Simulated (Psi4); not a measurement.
**SiH2O2 (SMILES O[Si]O): a chain of runs**

Wanted: a geometry optimisation (singlet SiH2O2, CAM-B3LYP/def2-SVPD), then a single-point energy (doublet [SiH2O2]+, UCAM-B3LYP/def2-SVPD), then a geometry optimisation (doublet [SiH2O2]+, UCAM-B3LYP/def2-SVPD), then a single-point energy (doublet [SiH2O2]−, UCAM-B3LYP/def2-SVPD), then a geometry optimisation (doublet [SiH2O2]−, UCAM-B3LYP/def2-SVPD) of H2O2Si. 

Program for the calculation: Psi4 1.11.

## 1. The structure to begin with

SiH2O2 has 5 atoms, charge 0, and is taken as a singlet. SMILES: `O[Si]O`. The coordinates come from a PBE0-D4/def2-TZVP relaxation. This is one conformer, not always the lowest. The run starts from this shape.

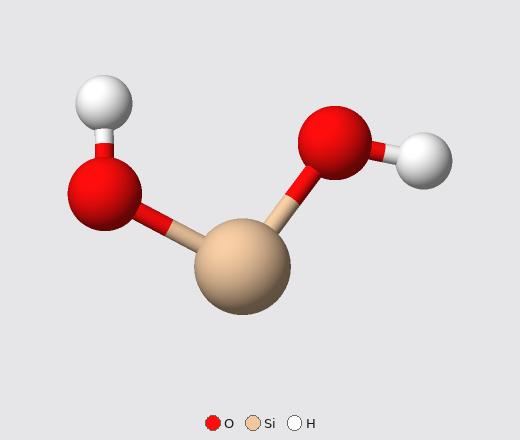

Viewed from a chosen angle; oxygen red, silicon light orange, hydrogen white.

## 2. A structure relaxation at CAM-B3LYP/def2-SVPD (density fitting) (run 1)

Contents of calc.inp:

```
memory 1.6 GB

molecule mol {
  O     -2.72725274    -0.19955508    -0.51967468
  Si    -0.40062194    -1.49534028     1.07279752
  O      1.95775627     0.35432365     0.12963521
  H     -2.32795361     1.22624328    -1.58000001
  H      3.59255834    -0.02475541     0.81900730
  units bohr
  symmetry c1
}


optimize('cam-b3lyp/def2-SVPD')
```

Run with:

```sh
$ psi4 -n 1 calc.inp calc.out
```

calc.out:

```text
[...]
  Running in c1 symmetry.
[...]
  Nuclear repulsion =  103.646253707904961
[...]
  Multiplicity = 1
[...]
  Nalpha       = 16
  Nbeta        = 16
[...]
    Number of basis functions: 86
[...]
   @DF-RKS iter   1:  -440.69265641859675   -3.91562e-01   1.00314e-02 ADIIS/DIIS
[...]
   @DF-RKS iter   7:  -440.97427022980582   -2.72848e-12   4.36463e-09 DIIS
[...]
    Orbital Energies [Eh]
    ---------------------
    Doubly Occupied:
       1A    -66.236634     2A    -19.232806     3A    -19.226314
       4A     -5.395275     5A     -3.759771     6A     -3.757655
       7A     -3.753469     8A     -1.094160     9A     -1.065773
      10A     -0.647467    11A     -0.599495    12A     -0.477438
      13A     -0.449722    14A     -0.440132    15A     -0.407338
      16A     -0.318667
[...]
  @DF-RKS Final Energy:  -440.97427022980582
   => Energetics <=
    Nuclear Repulsion Energy =            102.2771420300938559
    One-Electron Energy =                -812.7214932825695541
    Two-Electron Energy =                 298.5689375049321370
    DFT Exchange-Correlation Energy =     -29.0988564822622564
    Empirical Dispersion Energy =           0.0000000000000000
    VV10 Nonlocal Energy =                  0.0000000000000000
    Total Energy =                       -440.9742702298058248
[...]
  -Total Gradient:
     Atom            X                  Y                   Z
    ------   -----------------  -----------------  -----------------
       1        0.000042169495     0.000069541398    -0.000045776823
       2       -0.000141552631     0.000002793015    -0.000035785327
       3        0.000040653072     0.000053883649    -0.000033964610
       4       -0.000013259042     0.000036893339    -0.000033341279
       5       -0.000038448368    -0.000050709517     0.000032092087
[...]
```

Standard output:

```text
Optimizer: Optimization complete!
```

Run time: 32 s. Hardware: 1 thread of Intel Xeon Platinum 8259CL at 2.50GHz (Skylake/Cascade Lake), shared host; peak memory 0.55 GiB.

The path in brief:

| step | energy from the first frame kept (eV) | largest force (eV/Å) |
| --- | --- | --- |
| 0 | 0.0000 | 1.1136 |
| 1 | -0.0231 | 0.2452 |
| 2 | -0.0244 | 0.0207 |
| 3 | -0.0245 | 0.0086 |
| 4 | -0.0245 | 0.0075 |

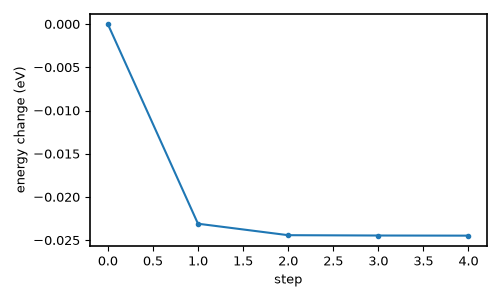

Energy along the run.

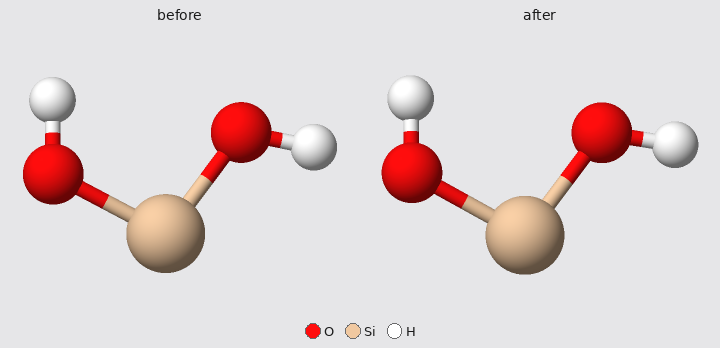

Before and after, at one scale.

After the run. Bond lengths: O1–Si2 1.667 Å, Si2–O3 1.688 Å, O1–H4 0.966 Å, O3–H5 0.962 Å. Angles: O1–Si2–O3 98.4°, Si2–O1–H4 119.0°, Si2–O3–H5 118.4°.

## 3. The doublet cation: the energy at UCAM-B3LYP/def2-SVPD (density fitting) (run 2)

Contents of h2o2si.xyz:

```xyz
5
H2O2Si
O     -1.447353    -0.086728    -0.291410
Si    -0.218799    -0.804107     0.576601
O      1.050783     0.187918     0.071650
H     -1.242472     0.670437    -0.855838
H      1.931685     0.014728     0.418084
```

Contents of job.py:

```python
import psi4

psi4.set_memory(1600000000)
psi4.set_num_threads(1)
psi4.set_output_file('output.dat', False)

with open('h2o2si.xyz') as f:
    atoms = ''.join(f.readlines()[2:])
mol = psi4.geometry('1 2\n' + atoms + 'symmetry c1')

psi4.set_options({
    'basis': 'def2-SVPD',
    'reference': 'uks',
})

E, wfn = psi4.energy('CAM-B3LYP', return_wfn=True)
print(f'CAM-B3LYP energy: {E:.10f} Eh')
for k, v in sorted(psi4.core.scalar_variables().items()):
    print(f'{k:45s} {v:18.10f}')
```

Run with:

```sh
$ python job.py
```

output.dat:

```text
[...]
  Running in c1 symmetry.
[...]
  Nuclear repulsion =  102.277128842123631
[...]
  Multiplicity = 2
[...]
  Nalpha       = 16
  Nbeta        = 15
[...]
    Number of basis functions: 86
[...]
   @DF-UKS iter   1:  -440.32642805970369   -8.21435e-02   9.65934e-03 DIIS/ADIIS
[...]
   @DF-UKS iter  10:  -440.61115447254303   -1.33830e-07   6.25051e-07 DIIS
[...]
   @S^2 Observed:                7.549064099E-01
[...]
  @DF-UKS Final Energy:  -440.61115447254303
   => Energetics <=
    Nuclear Repulsion Energy =            102.2771288421236306
    One-Electron Energy =                -803.6577634565331891
    Two-Electron Energy =                 289.6767833917875805
    DFT Exchange-Correlation Energy =     -28.9073032499210250
    Empirical Dispersion Energy =           0.0000000000000000
    VV10 Nonlocal Energy =                  0.0000000000000000
    Total Energy =                       -440.6111544725430349
[...]
 Multipole Moments:
 ------------------------------------------------------------------------------------
     Multipole            Electronic (a.u.)      Nuclear  (a.u.)        Total (a.u.)
 ------------------------------------------------------------------------------------
 L = 1.  Multiply by 2.5417464519 to convert [e a0] to [Debye]
 Dipole X            :         -0.1886283            1.0014368            0.8128086
 Dipole Y            :         -1.8952588            1.2461666           -0.6490922
 Dipole Z            :          1.4887121           -0.7733337            0.7153784
 Magnitude           :                                                    1.2624360
[...]
```

On the terminal:

```text
CAM-B3LYP energy: -440.6111544725 Eh
CURRENT ENERGY                                   -440.6111544725
CURRENT REFERENCE ENERGY                         -440.6111544725
DD SOLVATION ENERGY                                 0.0000000000
DFT FUNCTIONAL TOTAL ENERGY                      -440.6111544725
DFT TOTAL ENERGY                                 -440.6111544725
DFT VV10 ENERGY                                     0.0000000000
DFT XC ENERGY                                     -28.9073032499
GRID ELECTRONS ALPHA                               15.9999954701
GRID ELECTRONS BETA                                14.9999957443
GRID ELECTRONS TOTAL                               30.9999912144
NUCLEAR REPULSION ENERGY                          102.2771288421
ONE-ELECTRON ENERGY                              -803.6577634565
PCM POLARIZATION ENERGY                             0.0000000000
PE ENERGY                                           0.0000000000
SCF ITERATION ENERGY                             -440.6111544725
SCF ITERATIONS                                     10.0000000000
SCF TOTAL ENERGY                                 -440.6111544725
TWO-ELECTRON ENERGY                               289.6767833918
XC GRID RADIAL POINTS                              75.0000000000
XC GRID SPHERICAL POINTS                          302.0000000000
XC GRID TOTAL POINTS                           109632.0000000000
```

Wall time 9.9 s (1 thread of Intel Xeon Platinum 8259CL at 2.50GHz (Skylake/Cascade Lake), shared host); peak memory 0.51 GiB.

## 4. The doublet cation: a geometry optimisation at UCAM-B3LYP/def2-SVPD (density fitting) (run 3)

Contents of input.in:

```
memory 1600 MB

molecule {
  1 2
  O
  Si 1 r2
  O 2 r3 1 a3
  H 1 r4 2 a4 3 d4
  H 3 r5 2 a5 1 d5

  r2 = 1.66656
  r3 = 1.688469
  a3 = 98.37368
  r4 = 0.966361
  a4 = 119.02487
  d4 = 0.00123
  r5 = 0.962289
  a5 = 118.35369
  d5 = 179.99981
  symmetry c1
}

set globals {
  basis def2-SVPD
  reference uks
  geom_maxiter 50
}

e, wfn = optimize("cam-b3lyp", return_wfn=True)
```

Run with:

```sh
$ psi4 input.in input.out -n 1
```

input.out:

```text
[...]
  Running in c1 symmetry.
[...]
  Nuclear repulsion =  102.277115567147675
[...]
  Multiplicity = 2
[...]
  Nalpha       = 16
  Nbeta        = 15
[...]
    Number of basis functions: 86
[...]
   @DF-UKS iter   1:  -440.32642796930367   -8.21440e-02   9.65934e-03 DIIS/ADIIS
[...]
   @DF-UKS iter   7:  -440.63226743429772   -7.44649e-12   8.65525e-09 DIIS
[...]
   @S^2 Observed:                7.528003857E-01
[...]
  @DF-UKS Final Energy:  -440.63226743429772
   => Energetics <=
    Nuclear Repulsion Energy =            104.3950978402889689
    One-Electron Energy =                -807.8192918638075071
    Two-Electron Energy =                 291.7450006468147876
    DFT Exchange-Correlation Energy =     -28.9530740575939589
    Empirical Dispersion Energy =           0.0000000000000000
    VV10 Nonlocal Energy =                  0.0000000000000000
    Total Energy =                       -440.6322674342977166
[...]
  -Total Gradient:
     Atom            X                  Y                   Z
    ------   -----------------  -----------------  -----------------
       1        0.000000118931    -0.000033470878     0.000069381814
       2       -0.000000086314    -0.000021604674     0.000093178218
       3        0.000000150558     0.000017488205     0.000075847985
       4       -0.000000100373    -0.000008463745     0.000085517539
       5       -0.000000081552    -0.000033968858     0.000050282291
[...]
```

On the terminal:

```text
Optimizer: Optimization complete!
```

Run time: 1.7 min. Hardware: 1 thread of Intel Xeon Platinum 8259CL at 2.50GHz (Skylake/Cascade Lake), shared host; peak memory 0.55 GiB.

The path in brief:

| step | energy from the first frame kept (eV) | largest force (eV/Å) |
| --- | --- | --- |
| 0 | 0.0000 | 4.3314 |
| 1 | -0.4517 | 1.5436 |
| 2 | -0.5450 | 0.3584 |
| 3 | -0.5636 | 0.2781 |
| 4 | -0.5724 | 0.1430 |
| 5 | -0.5739 | 0.0593 |
| 6 | -0.5742 | 0.0257 |
| 7 | -0.5744 | 0.0155 |
| 8 | -0.5745 | 0.0083 |
| 9 | -0.5745 | 0.0049 |

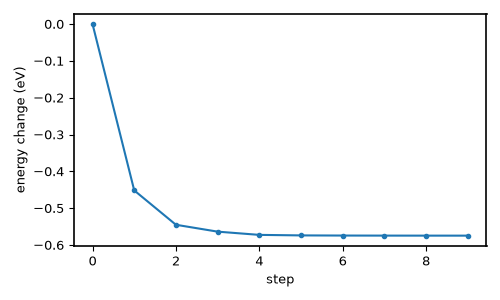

Energy along the run.

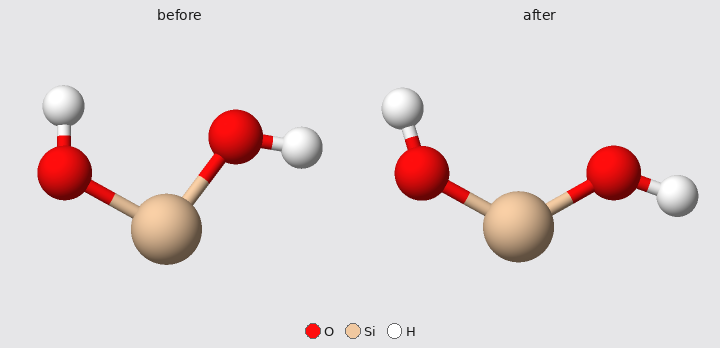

Before and after, at one scale.

After the run. Bond lengths: O1–Si2 1.581 Å, Si2–O3 1.598 Å, O1–H4 0.971 Å, O3–H5 0.971 Å. Angles: O1–Si2–O3 121.5°, Si2–O1–H4 134.8°, Si2–O3–H5 130.8°.

## 5. The doublet anion: the energy at UCAM-B3LYP/def2-SVPD (density fitting) (run 4)

Contents of input.in:

```
memory 1600 MB

molecule geom {
  -1 2
  O     -2.73510078    -0.16389217    -0.55068509
  Si    -0.41347019    -1.51954200     1.08961797
  O      1.98569209     0.35511355     0.13539888
  H     -2.34793180     1.26694231    -1.61729943
  H      3.65035561     0.02783189     0.79006426
  units au
  symmetry c1
}

set {
  basis def2-SVPD
  reference uks
}

e_tot, wfn = energy("cam-b3lyp", return_wfn=True)
```

Run with:

```sh
$ psi4 -i input.in -o input.out -n 1
```

input.out:

```text
[...]
  Running in c1 symmetry.
[...]
  Nuclear repulsion =  102.277128936546845
[...]
  Multiplicity = 2
[...]
  Nalpha       = 17
  Nbeta        = 16
[...]
    Number of basis functions: 86
[...]
   @DF-UKS iter   1:  -440.57831966225973   -3.34035e-01   1.08853e-02 ADIIS/DIIS
[...]
   @DF-UKS iter   9:  -440.94910282708793   -2.33853e-07   9.97658e-07 DIIS
[...]
   @S^2 Observed:                7.586722614E-01
[...]
  @DF-UKS Final Energy:  -440.94910282708793
   => Energetics <=
    Nuclear Repulsion Energy =            102.2771289365468448
    One-Electron Energy =                -820.2319263858350951
    Two-Electron Energy =                 306.2448180162898552
    DFT Exchange-Correlation Energy =     -29.2391233940895638
    Empirical Dispersion Energy =           0.0000000000000000
    VV10 Nonlocal Energy =                  0.0000000000000000
    Total Energy =                       -440.9491028270879269
[...]
 Multipole Moments:
 ------------------------------------------------------------------------------------
     Multipole            Electronic (a.u.)      Nuclear  (a.u.)        Total (a.u.)
 ------------------------------------------------------------------------------------
 L = 1.  Multiply by 2.5417464519 to convert [e a0] to [Debye]
 Dipole X            :         -0.3622842            1.0014368            0.6391526
 Dipole Y            :         -0.1421199            1.2461666            1.1040467
 Dipole Z            :          0.0300921           -0.7733337           -0.7432416
 Magnitude           :                                                    1.4764292
[...]
```

Run time: 9.9 s. Hardware: 1 thread of Intel Xeon Platinum 8259CL at 2.50GHz (Skylake/Cascade Lake), shared host; peak memory 0.51 GiB.

## 6. The doublet anion: a geometry optimisation at UCAM-B3LYP/def2-SVPD (density fitting) (run 5)

Contents of h2o2si.py:

```python
import psi4

psi4.set_memory('1600 MB')
psi4.set_num_threads(1)
psi4.set_output_file('output.dat', False)

m = psi4.geometry("""
-1 2
O     -1.447353    -0.086728    -0.291410
Si    -0.218799    -0.804107     0.576601
O      1.050783     0.187918     0.071650
H     -1.242472     0.670437    -0.855838
H      1.931685     0.014728     0.418084
symmetry c1
""")

options = {'basis': 'def2-SVPD', 'reference': 'uks', 'geom_maxiter': 50}
psi4.set_options(options)

result = psi4.optimize('cam-b3lyp')
print('E =', round(result, 9))
print(m.to_string(dtype='xyz', units='Angstrom'))
```

Run with:

```sh
$ python h2o2si.py
```

output.dat:

```text
[...]
  Running in c1 symmetry.
[...]
  Nuclear repulsion =  102.277128842123631
[...]
  Multiplicity = 2
[...]
  Nalpha       = 17
  Nbeta        = 16
[...]
    Number of basis functions: 86
[...]
   @DF-UKS iter   1:  -440.57831968221791   -3.34035e-01   1.08853e-02 ADIIS/DIIS
[...]
   @DF-UKS iter   8:  -440.95892335103576   -2.10321e-12   2.99656e-09 DIIS
[...]
   @S^2 Observed:                7.581552410E-01
[...]
  @DF-UKS Final Energy:  -440.95892335103576
   => Energetics <=
    Nuclear Repulsion Energy =             98.0475607934575493
    One-Electron Energy =                -811.9394899776460761
    Two-Electron Energy =                 302.1298228474143457
    DFT Exchange-Correlation Energy =     -29.1968170142616188
    Empirical Dispersion Energy =           0.0000000000000000
    VV10 Nonlocal Energy =                  0.0000000000000000
    Total Energy =                       -440.9589233510357644
[...]
  -Total Gradient:
     Atom            X                  Y                   Z
    ------   -----------------  -----------------  -----------------
       1        0.000075387597    -0.000035003617     0.000045975764
       2       -0.000122697013    -0.000126384860     0.000073459168
       3        0.000108605264     0.000129303059    -0.000079241344
       4       -0.000054222278    -0.000007744150    -0.000006418945
       5       -0.000016377956    -0.000052433634     0.000038653763
[...]
```

Standard output:

```text
Optimizer: Optimization complete!
E = -440.958923351
5
-1 2 H2O2Si
O                    -1.281143855461     0.268685285627    -0.517430219923
Si                   -0.024109891882    -0.537860766811     0.429373333388
O                     1.245835909884     0.585828136669    -0.181966945810
H                    -0.876118713183     0.992651604002    -1.008123926960
H                     2.105764940632     0.376457005053     0.188787011655
```

Run time: 65 s. Hardware: 1 thread of Intel Xeon Platinum 8259CL at 2.50GHz (Skylake/Cascade Lake), shared host; peak memory 0.55 GiB.

The path in brief:

| step | energy from the first frame kept (eV) | largest force (eV/Å) |
| --- | --- | --- |
| 0 | 0.0000 | 3.2964 |
| 1 | -0.2004 | 1.2315 |
| 2 | -0.2595 | 0.2794 |
| 3 | -0.2662 | 0.0887 |
| 4 | -0.2672 | 0.0221 |
| 5 | -0.2672 | 0.0098 |

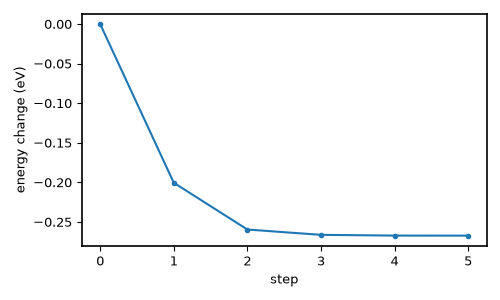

Energy along the run.

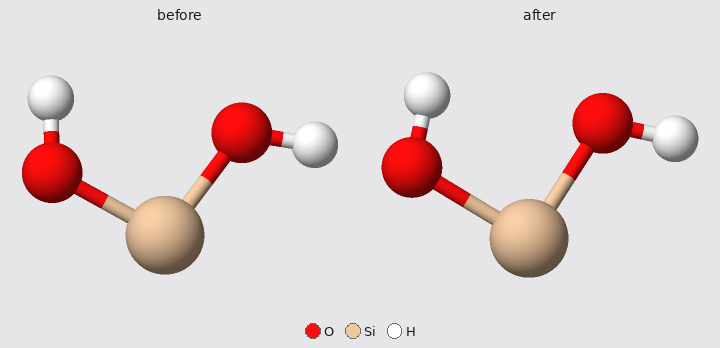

Before and after, at one scale.

After the run. Bond lengths: O1–Si2 1.768 Å, Si2–O3 1.803 Å, O1–H4 0.964 Å, O3–H5 0.960 Å. Angles: O1–Si2–O3 92.0°, Si2–O1–H4 108.4°, Si2–O3–H5 111.4°.

## 7. What came out

| quantity | value |
| --- | --- |
| run 1, CAM-B3LYP/def2-SVPD: total energy at the end | -440.97427 Eh |
| run 1, CAM-B3LYP/def2-SVPD: dipole moment | 1.78 D |
| run 1, CAM-B3LYP/def2-SVPD: HOMO energy | -8.67 eV |
| run 1, CAM-B3LYP/def2-SVPD: LUMO energy | -0.21 eV |
| run 1, CAM-B3LYP/def2-SVPD: HOMO–LUMO gap | 8.46 eV |
| doublet cation, run 2: total energy | -440.61115 Eh |
| doublet cation, run 2: HOMO energy (highest over α and β) | -17.47 eV |
| doublet cation, run 2: LUMO energy (lowest over α and β) | -11.14 eV |
| doublet cation, run 2: ⟨S²⟩ | 0.755 |
| doublet cation, run 3: total energy at the end | -440.63227 Eh |
| doublet cation, run 3: HOMO energy (highest over α and β) | -16.36 eV |
| doublet cation, run 3: LUMO energy (lowest over α and β) | -9.83 eV |
| doublet cation, run 3: ⟨S²⟩ | 0.753 |
| doublet anion, run 4: total energy | -440.94910 Eh |
| doublet anion, run 4: HOMO energy (highest over α and β) | 1.56 eV |
| doublet anion, run 4: LUMO energy (lowest over α and β) | 5.25 eV |
| doublet anion, run 4: ⟨S²⟩ | 0.759 |
| doublet anion, run 5: total energy at the end | -440.95892 Eh |
| doublet anion, run 5: HOMO energy (highest over α and β) | 1.03 eV |
| doublet anion, run 5: LUMO energy (lowest over α and β) | 5.30 eV |
| doublet anion, run 5: ⟨S²⟩ | 0.758 |
| adiabatic electron affinity (to the doublet anion, no zero-point term) | -0.418 eV |
| adiabatic ionisation energy (to the doublet cation, no zero-point term) | 9.306 eV |

What this shows: The adiabatic electron affinity (to the doublet anion, no zero-point term) is −0.42 eV (−9.6 kcal/mol). A negative value puts this state of the anion above the relaxed parent: the electron is not bound at this level, and such a value depends on the basis. The adiabatic ionisation energy (to the doublet cation, no zero-point term) is 9.31 eV (215 kcal/mol). The optimisation (run 1, CAM-B3LYP/def2-SVPD) took 5 steps and changed the energy by -0.024 eV. The optimisation (doublet cation, run 3) took 10 steps and changed the energy by -0.575 eV. The HOMO (doublet anion, run 4) lies at positive energy, 1.56 eV; only total energies tell whether the electron is bound.
